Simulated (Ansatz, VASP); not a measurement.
## Cross-check of V2O5 between VASP and Ansatz

Wanted: the spread between two codes on one cell, functional and k mesh. The cell is taken from a series of runs on this material, whose earlier steps may have relaxed or scaled it; both programs get it as it stands.

Program: Ansatz 0.2.0. Level of theory: plane waves, with VASP 6.6.1 beside it; single point at PBEsol. Results are calculated unless marked as measured.

## 1. The starting structure

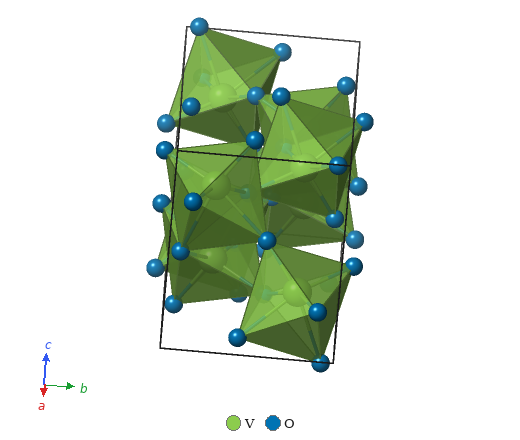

The starting structure, seen slightly off an axis (vanadium green, oxygen blue). This picture shows the conventional cell, with its axes. Bonds to atoms that aren't drawn are left out. Some periodic images of atoms are drawn too.

Structure file:

```cif
data_structure
_symmetry_space_group_name_H-M 'C2/c'
_symmetry_Int_Tables_number 15
_cell_length_a 12.0512
_cell_length_b 4.7243
_cell_length_c 5.3924
_cell_angle_alpha 90.000
_cell_angle_beta 103.645
_cell_angle_gamma 90.000
_cell_volume 298.34
loop_
_atom_site_label
_atom_site_type_symbol
_atom_site_symmetry_multiplicity
_atom_site_Wyckoff_symbol
_atom_site_fract_x
_atom_site_fract_y
_atom_site_fract_z
_atom_site_occupancy
V1 V 8 f 0.14288 0.24027 0.74734 1
O1 O 4 e 0.00000 0.88523 0.25000 1
O2 O 8 f 0.29656 0.57018 0.36842 1
O3 O 8 f 0.10996 0.43983 0.48245 1
```

## 2. VASP: single point, PBEsol

A single point gives forces, pressure and levels at one fixed geometry, so differences don't come from the geometry; what else differs is listed under the comparison.

Lines of VASP's logs that name or quote its potential files are left out, and so is its time.

Contents of INCAR:

```
SYSTEM = V2O5
PREC = Accurate
ENCUT = 520
EDIFF = 1E-06
NELM = 100
ISMEAR = -1
SIGMA = 0.02
LREAL = .FALSE.
ALGO = Normal
GGA = PS
NBANDS = 70
LORBIT = 11
LWAVE = .FALSE.
LCHARG = .FALSE.
KPAR = 4
ISIF = 2
```

Contents of POSCAR:

```
V2O5
1.0
    6.0256010000     -2.3621390000      0.0000000000
    6.0256010000      2.3621390000      0.0000000000
   -1.2721270000      0.0000000000      5.2402460000
V O
4 10
Direct
    0.9026120000      0.3831420000      0.2473370000
    0.3831420000      0.9026120000      0.7473370000
    0.0973880000      0.6168580000      0.7526630000
    0.6168580000      0.0973880000      0.2526630000
    0.1147710000      0.8852290000      0.7500000000
    0.8852290000      0.1147710000      0.2500000000
    0.7263770000      0.8667450000      0.8684170000
    0.8667450000      0.7263770000      0.3684170000
    0.2736230000      0.1332550000      0.1315830000
    0.1332550000      0.2736230000      0.6315830000
    0.6701320000      0.5497870000      0.9824470000
    0.4502130000      0.3298680000      0.5175530000
    0.5497870000      0.6701320000      0.4824470000
    0.3298680000      0.4502130000      0.0175530000
```

Contents of KPOINTS:

```
Automatic mesh
0
Gamma
4 4 3
0 0 0
```

Potentials, in the order of the species: V_sv and O (PBE family, release 64).

On the command line:

```console
> mpirun -np 4 vasp_std
```

Numbers of over 12 decimals in the logs are rounded to 6 here.

What it wrote:

```text
[banner, memory and clock lines left out]
running    4 mpi-ranks, on    1 nodes
 distrk:  each k-point on    1 cores,    4 groups
 distr:  one band on    1 cores,    1 groups

 POSCAR found type information on POSCAR V O
 POSCAR found :  2 types and      14 ions
|                                                                             |
|               ----> ADVICE to this user running VASP <----                  |
|                                                                             |
|     You enforced a specific xc type in the INCAR file but a different       |
|     [... a line on the potential file left out ...]
|     I HOPE YOU KNOW WHAT YOU ARE DOING!                                     |
|                                                                             |

 LDA part: xc-table for (Slater+PW92), standard interpolation
 POSCAR, INCAR and KPOINTS ok, starting setup
 FFT: planning ... GRIDC
 FFT: planning ... GRID_SOFT
 FFT: planning ... GRID
 WAVECAR not read
 entering main loop
       N       E                     dE             d eps       ncg     rms          rms(c)
DAV:   1     0.155081643539E+04    0.15508E+04   -0.64408E+04  2460   0.172E+03
DAV:   2     0.436808428064E+02   -0.15071E+04   -0.14242E+04  2482   0.528E+02
DAV:   3    -0.161540658325E+03   -0.20522E+03   -0.20012E+03  2752   0.182E+02
DAV:   4    -0.167565359650E+03   -0.60247E+01   -0.60127E+01  2848   0.342E+01
DAV:   5    -0.167655274698E+03   -0.89915E-01   -0.89866E-01  2722   0.443E+00    0.819E+01
DAV:   6    -0.158881160841E+03    0.87741E+01   -0.35573E+02  2938   0.108E+02    0.736E+01
DAV:   7    -0.137501389605E+03    0.21380E+02   -0.34696E+02  2980   0.124E+02    0.425E+01
DAV:   8    -0.125379093542E+03    0.12122E+02   -0.25615E+01  2590   0.303E+01    0.163E+01
DAV:   9    -0.122351052268E+03    0.30280E+01   -0.68670E+00  3070   0.140E+01    0.442E+00
DAV:  10    -0.122216234864E+03    0.13482E+00   -0.53265E-01  2696   0.377E+00    0.292E+00
DAV:  11    -0.122137936649E+03    0.78298E-01   -0.43417E-01  2920   0.434E+00    0.235E+00
DAV:  12    -0.122125466709E+03    0.12470E-01   -0.10852E-01  2990   0.181E+00    0.666E-01
DAV:  13    -0.122122834153E+03    0.26326E-02   -0.91634E-03  2598   0.615E-01    0.323E-01
DAV:  14    -0.122120912016E+03    0.19221E-02   -0.56887E-03  2682   0.437E-01    0.175E-01
DAV:  15    -0.122121327772E+03   -0.41576E-03   -0.20907E-03  3024   0.256E-01    0.299E-01
DAV:  16    -0.122120443053E+03    0.88472E-03   -0.23202E-03  2834   0.338E-01    0.468E-02
DAV:  17    -0.122120458022E+03   -0.14969E-04   -0.17643E-04  2726   0.644E-02    0.354E-02
DAV:  18    -0.122120467001E+03   -0.89787E-05   -0.72939E-05  2872   0.620E-02    0.483E-02
DAV:  19    -0.122120455230E+03    0.11771E-04   -0.53357E-05  2852   0.521E-02    0.970E-03
DAV:  20    -0.122120454604E+03    0.62622E-06   -0.18798E-06  1832   0.956E-03
   1 F= -.12212045E+03 E0= -.12212045E+03  d E =-.208326E-13
```

From OUTCAR (step 2):

```text
ion  position               nearest neighbor table
   1  0.903  0.383  0.247-  11 1.68   9 1.81   6 1.82   8 2.02  13 2.07  10 2.18
   2  0.383  0.903  0.747-  13 1.68  10 1.81   5 1.82   7 2.02  11 2.07   9 2.18
   3  0.097  0.617  0.753-  14 1.68   7 1.81   5 1.82  10 2.02  12 2.07   8 2.18
   4  0.617  0.097  0.253-  12 1.68   8 1.81   6 1.82   9 2.02  14 2.07   7 2.18
   5  0.115  0.885  0.750-   2 1.82   3 1.82
   6  0.885  0.115  0.250-   1 1.82   4 1.82
   7  0.726  0.867  0.868-   3 1.81   2 2.02   4 2.18
   8  0.867  0.726  0.368-   4 1.81   1 2.02   3 2.18
   9  0.274  0.133  0.132-   1 1.81   4 2.02   2 2.18
  10  0.133  0.274  0.632-   2 1.81   3 2.02   1 2.18
  11  0.670  0.550  0.982-   1 1.68   2 2.07
  12  0.450  0.330  0.518-   4 1.68   3 2.07
  13  0.550  0.670  0.482-   2 1.68   1 2.07
  14  0.330  0.450  0.018-   3 1.68   4 2.07

  LATTYP: Found a base centered monoclinic cell.
 ALAT       =    12.0512020000
 B/A-ratio  =     0.3920171614
 C/A-ratio  =     0.4474613450
 COS(beta)  =    -0.2359090385

 Subroutine GETGRP returns: Found  4 space group operations
 (whereof  2 operations were pure point group operations)

The static configuration has the point symmetry S_2 .
 The point group associated with its full space group is C_2h.

 Found     17 irreducible k-points:

   k-points           NKPTS =     17   k-points in BZ     NKDIM =     17   number of bands    NBANDS=     70

   dimension x,y,z NGX =    48 NGY =   48 NGZ =   40
   dimension x,y,z NGXF=    96 NGYF=   96 NGZF=   80

   ENCUT  =  520.0 eV  38.22 Ry    6.18 a.u.  12.03 12.03 10.03*2*pi/ulx,y,z

   NELECT =     112.0000    total number of electrons

 k-points in reciprocal lattice and weights: Automatic mesh
   0.00000000  0.00000000  0.00000000       0.021
   0.25000000  0.00000000  0.00000000       0.083
   0.50000000  0.00000000  0.00000000       0.042
   0.25000000  0.25000000  0.00000000       0.042
   0.50000000  0.25000000  0.00000000       0.083
  -0.25000000  0.25000000  0.00000000       0.042
   0.50000000  0.50000000  0.00000000       0.021
   0.00000000  0.00000000  0.33333333       0.042
   0.25000000  0.00000000  0.33333333       0.083
[...]
-0.25000000  0.50000000  0.33333333       0.083
  -0.25000000 -0.25000000  0.33333333       0.042

 average (electrostatic) potential at core
       1 -77.8743       2 -77.8743       3 -77.8743       4 -77.8743       5 -71.1574
       6 -71.1574       7 -71.1440       8 -71.1440       9 -71.1440      10 -71.1440
      11 -71.4451      12 -71.4451      13 -71.4451      14 -71.4451

 E-fermi :   3.4732

 k-point     1 :       0.0000    0.0000    0.0000
  band No.  band energies     occupation
    ...
     52       2.0997      2.00000
     53       2.2495      2.00000
     54       2.2555      2.00000
     55       2.5894      2.00000
     56       2.8800      2.00000
     57       4.7289      0.00000
     58       4.9697      0.00000
     59       5.0483      0.00000
     60       5.0591      0.00000
     61       5.2763      0.00000
    ...

 k-point     2 :       0.2500    0.0000    0.0000
  band No.  band energies     occupation
    ...
     52       2.1116      2.00000
     53       2.2213      2.00000
     54       2.3607      2.00000
     55       2.5378      2.00000
     56       2.7353      2.00000
     57       4.5862      0.00000
     58       4.6820      0.00000
     59       4.9350      0.00000
     60       5.0473      0.00000
     61       5.3040      0.00000
    ...

 k-point     3 :       0.5000    0.0000    0.0000
  band No.  band energies     occupation
    ...
     52       2.0868      2.00000
     53       2.3405      2.00000
     54       2.4235      2.00000
     55       2.5209      2.00000
     56       2.6112      2.00000
     57       4.4671      0.00000
     58       4.7858      0.00000
     59       4.8202      0.00000
     60       4.9849      0.00000
     61       5.1854      0.00000
    ...

  Total      -11.3038863    -10.5270834    -11.3287307      0.0000000      0.0000000      0.2087573
  in kB     -121.4089975   -113.0657726   -121.6758377      0.0000000      0.0000000      2.2421506
  external PRESSURE =    -118.7168693 kB  Pullay stress =       0.0000000 kB

  energy-cutoff  :      520.00
  volume of cell :      149.17
      direct lattice vectors                 reciprocal lattice vectors
     6.025601000 -2.362139000  0.000000000     0.082979275 -0.211672556  0.020144126
     6.025601000  2.362139000  0.000000000     0.082979275  0.211672556  0.020144126
    -1.272127000  0.000000000  5.240246000     0.000000000  0.000000000  0.190830736

 POSITION                                       TOTAL-FORCE (eV/Angst)
 -----------------------------------------------------------------------------------
      7.43280     -1.22706      1.29611        -0.501081      0.153729     -0.968721
      6.79673      1.22706      3.91623        -0.501081     -0.153729     -0.968721
      3.34628      1.22706      3.94414         0.501081     -0.153729      0.968721
      3.98234     -1.22706      1.32402         0.501081      0.153729      0.968721
      5.07151      1.81993      3.93018        -0.000000     -0.608870     -0.000000
      5.70757     -1.81993      1.31006        -0.000000      0.608870     -0.000000
      8.49478      0.33157      4.55072        -0.051344     -0.296330     -0.160134
      9.13084     -0.33157      1.93060        -0.051344      0.296330     -0.160134
      2.28429     -0.33157      0.68953         0.051344      0.296330      0.160134
      1.64823      0.33157      3.30965         0.051344     -0.296330      0.160134
      6.10095     -0.28427      5.14826         0.237280     -0.437703      0.959946
      4.04206     -0.28427      2.71211        -0.237280     -0.437703     -0.959946
      6.73701      0.28427      2.52814         0.237280      0.437703      0.959946
      4.67813      0.28427      0.09198        -0.237280      0.437703     -0.959946
 -----------------------------------------------------------------------------------
    total drift:                                0.000000      0.000000      0.000000

  FREE ENERGIE OF THE ION-ELECTRON SYSTEM (eV)
  ---------------------------------------------------
  free  energy   TOTEN  =      -122.1204546037 eV

  energy  without entropy=     -122.1204546037  energy(sigma->0) =     -122.12045460

 total charge
# of ion       s       p       d       tot
------------------------------------------
    1        2.328   6.377   2.988  11.693
    2        2.328   6.377   2.988  11.693
    3        2.328   6.377   2.988  11.693
    4        2.328   6.377   2.988  11.693
    5        1.580   3.392   0.000   4.972
    6        1.580   3.392   0.000   4.972
    7        1.570   3.418   0.000   4.988
    8        1.570   3.418   0.000   4.988
    9        1.570   3.418   0.000   4.988
   10        1.570   3.418   0.000   4.988
   11        1.591   3.364   0.000   4.954
   12        1.591   3.364   0.000   4.954
   13        1.591   3.364   0.000   4.954
   14        1.591   3.364   0.000   4.954
--------------------------------------------------
tot         25.114  59.416  11.953  96.483

[... 3 further parts left out ...]
```

The run ends at a pressure of -11.87 GPa, with forces up to 1.1 eV/Å.

(Continued in part 2 of 2.)

[Lines on the potential files, build, host, timing and source positions are cut from VASP's logs without a mark.]

[Logs are printed without paths, hosts, clocks, repeated set-up lines and the standing remarks that a program may print on its own settings, such as how far it seeks lower states.]

[Hosts, paths, dates, database ids (printed as entryN), source tags and the programs' standing remarks are cut or masked in the printed files.]
